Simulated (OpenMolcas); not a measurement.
**CH₅As: excited-state calculation (part 2 of 2)**

Continued. System: CH₅As. Method: CASPT2/ANO-RCC-VDZ, DKH2 (OpenMolcas 26.06). The geometry comes from this level: GFN2-xTB.

Geometry of the input (Å):
```
As 0.4701  0.7898  0.9056
H  1.6949  0.8462  0.0382
H  -0.1352  1.8900  0.0810
C  -0.3821  -0.6661  -0.1196
H  0.1070  -1.6107  0.1173
H  -0.3252  -0.5002  -1.1933
H  -1.4295  -0.7490  0.1707
```

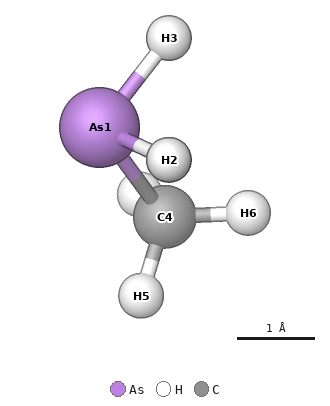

**Figure 1.** The structure (ball-and-stick view, seen at an oblique angle; atoms are numbered from 1 in the order of the input).

### Log, continued
```
                   AS1      H2       H3       C4       H5       H6       H7
      Nuclear     33.0000   1.0000   1.0000   6.0000   1.0000   1.0000   1.0000
      Electronic -32.9103  -1.0066  -1.0065  -6.4599  -0.8695  -0.8777  -0.8695

      Total        0.0897  -0.0066  -0.0065  -0.4599   0.1305   0.1223   0.1305
--

      Natural Bond Order analysis for root number:  1

++    Natural Bond Order analysis
      ---------------------------
      Based on LoProp computed density
      -------------------------------------------------------------------------------------
      Atom A       Atom B       Bond Order
      -------------------------------------------------------------------------------------
      NBO located      0.998 non-bonded electrons on atom AS1
      NBO located      0.999 non-bonded electrons on atom AS1
      NBO located      0.999 non-bonded electrons on atom AS1
      NBO located      1.001 non-bonded electrons on atom AS1
      NBO located      1.000 non-bonded electrons on atom AS1
      NBO located      1.000 non-bonded electrons on atom AS1
      NBO located      1.000 non-bonded electrons on atom AS1
      NBO located      1.000 non-bonded electrons on atom AS1
      NBO located      1.000 non-bonded electrons on atom AS1
      NBO located      1.000 non-bonded electrons on atom AS1
      NBO located      1.000 non-bonded electrons on atom AS1
      NBO located      1.000 non-bonded electrons on atom AS1
      NBO located      1.000 non-bonded electrons on atom AS1
      NBO located      1.000 non-bonded electrons on atom AS1
      NBO located      1.000 non-bonded electrons on atom C4
      The remaining    8.794 electrons are to be considered as diffuse
--

--

      Von Neumann Entropy (Root   2) =  1.00000

      Mulliken population analysis for root number:  2
      -----------------------------------------------

++    Molecular charges:
      ------------------

      Mulliken charges per centre
      ---------------------------

                AS1     H2      H3      C4      H5      H6      H7
      Total   32.0358  1.3864  1.3862  6.3514  0.9248  0.9922  0.9232

      N-E      0.9642 -0.3864 -0.3862 -0.3514  0.0752  0.0078  0.0768

      Total electronic charge=   44.000000

      Total            charge=   -0.000000
--

      Expectation values of various properties for root number:  2
      -----------------------------------------------------------

++    Molecular properties:
      ---------------------

      Charge (e):
                      =   -0.0000
      Dipole Moment (debye):
      Origin of the operator (angstrom)=    0.3322    0.5552    0.7136
                   X=  6.9207E-01               Y=  1.1501E+00               Z=  1.6561E+00           Total=  2.1317E+00
      Quadrupole Moment (debye*angstrom):
      Origin of the operator (angstrom)=    0.3322    0.5552    0.7136
                  XX= -3.7580E+01              XY=  1.9595E+00              XZ=  1.7132E+00              YY= -3.5436E+01
                  YZ=  2.9419E+00              ZZ= -3.6741E+01
      In traceless form (debye*angstrom)
                  XX= -1.4912E+00              XY=  2.9393E+00              XZ=  2.5699E+00              YY=  1.7246E+00
                  YZ=  4.4129E+00              ZZ= -2.3334E-01
--

      LoProp population analysis for root number:  2
      -----------------------------------------------

++    LoProp analysis:
      ----------------

++    Static properties:
      ------------------

      LoProp Charges per center

                   AS1      H2       H3       C4       H5       H6       H7
      Nuclear     33.0000   1.0000   1.0000   6.0000   1.0000   1.0000   1.0000
      Electronic -32.2982  -1.2166  -1.2167  -6.4310  -0.9408  -0.9563  -0.9404

      Total        0.7018  -0.2166  -0.2167  -0.4310   0.0592   0.0437   0.0596
--

      Natural Bond Order analysis for root number:  2

++    Natural Bond Order analysis
      ---------------------------
      Based on LoProp computed density
      -------------------------------------------------------------------------------------
      Atom A       Atom B       Bond Order
      -------------------------------------------------------------------------------------
      NBO located      0.966 non-bonded electrons on atom AS1
      NBO located      0.998 non-bonded electrons on atom AS1
      NBO located      0.998 non-bonded electrons on atom AS1
      NBO located      0.999 non-bonded electrons on atom AS1
      NBO located      0.999 non-bonded electrons on atom AS1
      NBO located      1.000 non-bonded electrons on atom AS1
      NBO located      0.999 non-bonded electrons on atom AS1
      NBO located      1.000 non-bonded electrons on atom AS1
      NBO located      1.000 non-bonded electrons on atom AS1
      NBO located      1.000 non-bonded electrons on atom AS1
      NBO located      1.000 non-bonded electrons on atom AS1
      NBO located      1.000 non-bonded electrons on atom AS1
      NBO located      1.000 non-bonded electrons on atom AS1
      NBO located      1.000 non-bonded electrons on atom AS1
      NBO located      0.995 non-bonded electrons on atom C4
      The remaining    7.377 electrons are to be considered as diffuse
--

--

      Average orbitals are written to the RASORB file
      Natural orbitals for root   1 are written to the RASORB.1 file
      Natural orbitals for root   2 are written to the RASORB.2 file
      Spin density orbitals for root   1 are written to the SPDORB.1 file
      Spin density orbitals for root   2 are written to the SPDORB.2 file

--- Stop Module: rasscf /rc=_RC_ALL_IS_WELL_ ---
           step4.SpdOrb.1 step4.SpdOrb.2 xmldump
--- Module rasscf spent 1 second ---

--- Start Module: caspt2 ---

                                              &CASPT2

                       available to each process: 1.9 GB of memory, 1 thread

++    Wave function specifications:
      -----------------------------

      Number of closed shell electrons          12
      Number of electrons in active shells       2
      Max number of holes in RAS1 space          0
      Max number of electrons in RAS3 space      0
      Number of inactive orbitals                6
      Number of active orbitals                  2
      Number of secondary orbitals              18
      Spin quantum number                      0.0
      State symmetry                             1
      Number of CSFs                             3
      Number of CASSCF root(s) available         2
      CASPT2 state passed to geometry opt.       2
      A file JOBMIX will be created
      This is a MULTI-STATE CASSCF reference
      Number of CI roots used                    2
      These are:                                 1   2
      Off-diagonal elements of Heff are computed
--

++    Orbital specifications:
      -----------------------

      Symmetry species                           1
                                                 a
      Frozen orbitals                           15
      Inactive orbitals                          6
      Active orbitals                            2
      Secondary orbitals                        18
      Deleted orbitals                           0
      Number of basis functions                 41
--

++    CASPT2 specifications:
      ----------------------

      Type of calculation                        MS-CASPT2
      Fock operator                              state-specific
      IPEA shift                                 0.00
      Real shift                                 0.00
      Imaginary shift                            0.00
      Sigma^1 regularizer                        0.20
      The input orbitals will be transformed to quasi-canonical
--

--------------------------------------------------------------------------------
 Estimated memory requirements:
  POLY3 :                   250070
  RHS:                      255459
  SIGMA :                   258208
  PRPCTL:                        0
 Available workspace:    232490908

++ CASPT2 computation for group   1

********************************************************************************
 Multi-State initialization phase begins for group   1
--------------------------------------------------------------------------------
********************************************************************************
 Compute H0 matrices for state    1
--------------------------------------------------------------------------------
--------------------------------------------------------------------------------
 H0 matrices have been computed.

********************************************************************************
  CASPT2 EQUATION SOLUTION
--------------------------------------------------------------------------------

  Total nr of CASPT2 parameters:
   Before reduction:       12870
   After  reduction:       11748

 Variance of |WF0>:       0.3491760255

 The contributions to the second order correlation energy in atomic units.
-----------------------------------------------------------------------------------------------------------------------------
  IT.      VJTU        VJTI        ATVX        AIVX        VJAI        BVAT        BJAT        BJAI        TOTAL       RNORM
-----------------------------------------------------------------------------------------------------------------------------
   1    -0.000178   -0.000467   -0.001892   -0.005012   -0.006100   -0.004624   -0.020604   -0.109865   -0.148742    0.000673
   2    -0.000178   -0.000468   -0.001888   -0.005005   -0.006103   -0.004626   -0.020611   -0.109874   -0.148754    0.000052
   3    -0.000178   -0.000468   -0.001888   -0.005005   -0.006104   -0.004626   -0.020613   -0.109877   -0.148758    0.000003
-----------------------------------------------------------------------------------------------------------------------------

  FINAL CASPT2 RESULT:

      Reference energy:       -2299.6715958767
      E2 (Non-variational):      -0.1487581569
      Shift correction:          -0.0001522330
      E2 (Variational):          -0.1489103899
      Total energy:           -2299.8205062665
      Residual norm:              0.0000002524
      Reference weight:           0.93338

      Contributions to the CASPT2 correlation energy
      Active & Virtual Only:         -0.0065139325
      One Inactive Excited:          -0.0257955575
      Two Inactive Excited:          -0.1164486669

++ Denominators, etc.
--------------------------------------------------------------------------------------------------------------
 Report on small energy denominators, large coefficients, and large energy contributions.
CASE  SYMM ACTIVE-MIX  NON-ACTIVE INDICES          DENOMINATOR     RHS VALUE       COEFFICIENT     CONTRIBUTION
VJTU     1  Mu1.0001  In1.018                       0.16262882     -0.00000000      0.00000000     -0.00000000
VJTU     1  Mu1.0001  In1.019                       0.16146845      0.00000000     -0.00000001     -0.00000000
VJTU     1  Mu1.0001  In1.020                       0.04721562      0.00000000      0.00000000      0.00000000
VJTU     1  Mu1.0001  In1.021                       0.03235023     -0.00000000      0.00000007     -0.00000000
ATVX     1  Mu1.0001  Se1.030                       0.64313432      0.02142534     -0.02793263     -0.00059847
AIVX     1  Mu1.0001  In1.021 Se1.031               0.83259230     -0.02403995      0.02558596     -0.00061509
BJAIP    1  Se1.040 In1.018 Se1.040 In1.018         3.18000984      0.08044746     -0.02527588     -0.00203338
BJAIP    1  Se1.039 In1.019 Se1.039 In1.019         3.16234066      0.09098941     -0.02875625     -0.00261651
BJAIP    1  Se1.031 In1.021 Se1.031 In1.021         1.66588032      0.04719559     -0.02796932     -0.00132003
--

   (Skipping property calculation,
    use PROP keyword to activate)
--

++ CASPT2 computation for group   2

********************************************************************************
 Multi-State initialization phase begins for group   2
--------------------------------------------------------------------------------
********************************************************************************
 Compute H0 matrices for state    2
--------------------------------------------------------------------------------
--------------------------------------------------------------------------------
 H0 matrices have been computed.

********************************************************************************
  CASPT2 EQUATION SOLUTION
--------------------------------------------------------------------------------

  Total nr of CASPT2 parameters:
   Before reduction:       12870
   After  reduction:       11742

 Variance of |WF0>:       0.3521549239

 The contributions to the second order correlation energy in atomic units.
-----------------------------------------------------------------------------------------------------------------------------
  IT.      VJTU        VJTI        ATVX        AIVX        VJAI        BVAT        BJAT        BJAI        TOTAL       RNORM
-----------------------------------------------------------------------------------------------------------------------------
   1    -0.000416   -0.000820   -0.003162   -0.009606   -0.014311   -0.002230   -0.021794   -0.110086   -0.162426    0.001204
   2    -0.000417   -0.000824   -0.003171   -0.009629   -0.014345   -0.002236   -0.021833   -0.110113   -0.162569    0.000077
   3    -0.000417   -0.000824   -0.003172   -0.009630   -0.014345   -0.002237   -0.021833   -0.110114   -0.162571    0.000007
-----------------------------------------------------------------------------------------------------------------------------

  FINAL CASPT2 RESULT:

      Reference energy:       -2299.4287794509
      E2 (Non-variational):      -0.1625704035
      Shift correction:          -0.0006817943
      E2 (Variational):          -0.1632521978
      Total energy:           -2299.5920316487
      Residual norm:              0.0000004047
      Reference weight:           0.91527

      Contributions to the CASPT2 correlation energy
      Active & Virtual Only:         -0.0054087824
      One Inactive Excited:          -0.0318794464
      Two Inactive Excited:          -0.1252821747

++ Denominators, etc.
--------------------------------------------------------------------------------------------------------------
 Report on small energy denominators, large coefficients, and large energy contributions.
CASE  SYMM ACTIVE-MIX  NON-ACTIVE INDICES          DENOMINATOR     RHS VALUE       COEFFICIENT     CONTRIBUTION
VJTU     1  Mu1.0001  In1.018                       0.29573393     -0.00000069      0.00000596     -0.00000000
VJTU     1  Mu1.0001  In1.019                       0.28910777     -0.00009624     -0.00377281      0.00000036
VJTU     1  Mu1.0001  In1.020                       0.21133993      0.00000210     -0.00002681     -0.00000000
VJTU     1  Mu1.0001  In1.021                       0.20083301      0.00004549     -0.00199099     -0.00000009
ATVX     1  Mu1.0001  Se1.024                       0.09336567     -0.00020620      0.00136298     -0.00000028
ATVX     1  Mu1.0001  Se1.025                       0.11328443     -0.00000367      0.00002401     -0.00000000
ATVX     1  Mu1.0001  Se1.026                       0.16556328     -0.00025424      0.00288380     -0.00000073
ATVX     1  Mu1.0002  Se1.026                       0.46561024     -0.02274231      0.04157382     -0.00094548
ATVX     1  Mu1.0001  Se1.027                       0.16796472      0.00040850     -0.01179472     -0.00000482
ATVX     1  Mu1.0001  Se1.028                       0.16923357     -0.00000397      0.00002373     -0.00000000
ATVX     1  Mu1.0001  Se1.029                       0.28588166      0.00000395     -0.00001381     -0.00000000
ATVX     1  Mu1.0001  Se1.030                       0.28674933      0.00003876     -0.00008125     -0.00000000
ATVX     1  Mu1.0002  Se1.030                       0.58679630     -0.02751194      0.04122808     -0.00113426
AIVX     1  Mu1.0001  In1.021 Se1.024               0.29419833      0.00237644     -0.00684007     -0.00001626
AIVX     1  Mu1.0001  In1.020 Se1.025               0.32462400      0.01014034     -0.02747969     -0.00027865
AIVX     1  Mu1.0001  In1.019 Se1.027               0.45707214      0.01251906     -0.02504854     -0.00031358
AIVX     1  Mu1.0003  In1.021 Se1.031               0.82494240      0.02356035     -0.02567539     -0.00060492
BVATP    1  Mu1.0001  Se1.028 Se1.025               0.58256460     -0.01759036      0.02860707     -0.00050321
BJAIP    1  Se1.039 In1.019 Se1.039 In1.019         3.15671688      0.08720778     -0.02763261     -0.00240978
BJAIP    1  Se1.025 In1.020 Se1.025 In1.020         1.24934121      0.03828081     -0.03028296     -0.00115926
BJAIP    1  Se1.031 In1.021 Se1.031 In1.021         1.64988408      0.04228000     -0.02527196     -0.00106850
--

   (Skipping property calculation,
    use PROP keyword to activate)
--

  Total CASPT2 energies:
::    CASPT2 Root  1     Total energy:  -2299.82050627
::    CASPT2 Root  2     Total energy:  -2299.59203165

++ Multi-State CASPT2 section:
********************************************************************************
  MULTI-STATE CASPT2 SECTION
--------------------------------------------------------------------------------

  Output diagonal energies have been shifted. Add    2299.0000000000000

  Effective Hamiltonian matrix (Symmetric):

                1               2
   1     -4598.82050627
   2         0.00009300  -4598.59203165

       Total MS-CASPT2 energies:
::    MS-CASPT2 Root  1     Total energy:  -2299.82050630
::    MS-CASPT2 Root  2     Total energy:  -2299.59203161

       Eigenvectors:
            0.99999992      0.00040707
           -0.00040707      0.99999992

--

  THE ORIGINAL CI ARRAYS ARE NOW MIXED AS LINEAR
  COMBINATIONS, GIVEN BY THE EIGENVECTORS.
  A NEW JOBIPH FILE NAMED 'JOBMIX' IS PREPARED.
********************************************************************************

++ Mixed CI coefficients:
  The CI coefficients for the MIXED state nr.   1
--------------------------------------------------------------------------------
 CI COEFFICIENTS LARGER THAN  5.00E-02
  Occupation of active orbitals, and spin coupling
  of open shells. (u,d: Spin up or down).
  SGUGA info is (Midvert:IsyUp:UpperWalk/LowerWalk)
        Conf  SGUGA info        Occupation    Coefficient         Weight
           1  ( 1:1:   1/   1)   20              0.999799       0.999599

  The CI coefficients for the MIXED state nr.   2
--------------------------------------------------------------------------------
 CI COEFFICIENTS LARGER THAN  5.00E-02
  Occupation of active orbitals, and spin coupling
  of open shells. (u,d: Spin up or down).
  SGUGA info is (Midvert:IsyUp:UpperWalk/LowerWalk)
        Conf  SGUGA info        Occupation    Coefficient         Weight
           2  ( 2:1:   1/   1)   ud              1.000000       1.000000

--

--- Stop Module: caspt2 /rc=_RC_ALL_IS_WELL_ ---

.##################.
.# Happy landing! #.
.##################.

    Timing: Wall=3.92 User=3.26 System=0.65
```

### Summary

```tsv
quantity	value
outcome	converged
total energy	−2299.820506 hartree
CASSCF energy	−2299.671596 hartree
basis functions	41
wall time	4.2 s
peak memory	0.41 GiB
```

### Remarks

Settings chosen away from the usual ones: lsh set to 1.5 (from default).
